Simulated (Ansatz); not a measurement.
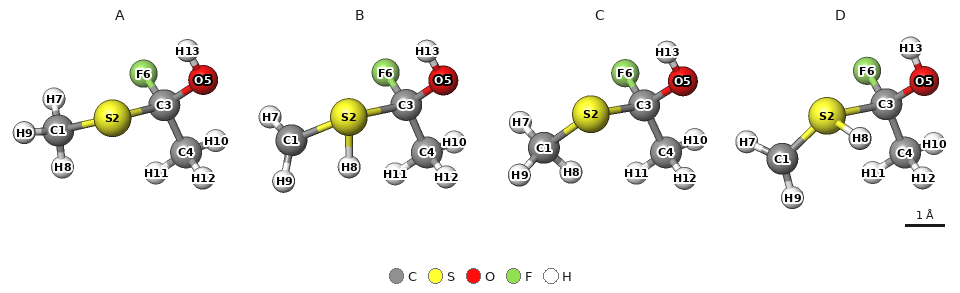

4 geometries from a converged minimum-energy path of C3H7FOS, shuffled. Style: ball-and-stick. Shown at a tilt.

These are results of RKS PBE/6-31G* in Ansatz 0.2.0, not measurements. Run with 5 movable images; climbing image; force threshold 0.03 eV/Å; iteration limit 60; starting path through a guess of the saddle point.

Which frame is the top of the path?

B. In order along the path, whose images run from 0 to 6: A (image 0, 0.00 eV), C (image 2, +0.33 eV), B (image 4, +3.96 eV), D (image 6, +2.68 eV). A hydrogen atom shifts from one atom to another. Breaking: C1–H8 (1.10 → 1.67 at the top → 2.45 Å). Forming: S2–H8 (2.46 → 1.44 at the top → 1.38 Å).

The run took 8.8 min on 2 threads of Intel(R) Xeon(R) Platinum 8259CL CPU @ 2.50GHz (Skylake/Cascade Lake), with other jobs on the host, peak memory 0.19 GiB.
